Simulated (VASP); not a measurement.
Band structure of PtAl2 (fluorite). Level of theory: PBEsol GGA, VASP's PBE PAW potentials (set 64) (plane waves; VASP).

Unless said otherwise, spin-orbit coupling is left out, though it shifts the bands of the heavy elements here.

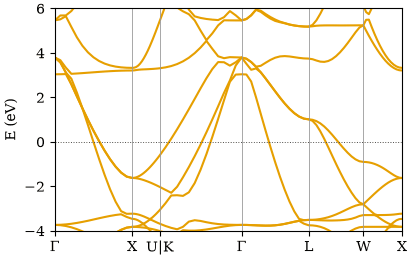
Bands along high-symmetry lines, zero at the valence-band maximum or, without a gap, the Fermi level

Problem. Read the plot: is there a gap, and where are the band edges?

Solution. It has no gap at this level: it comes out as a metal or semimetal. (Edges off the drawn lines would not show.)

The compound is PtAl2 in the fluorite structure. It was relaxed first.
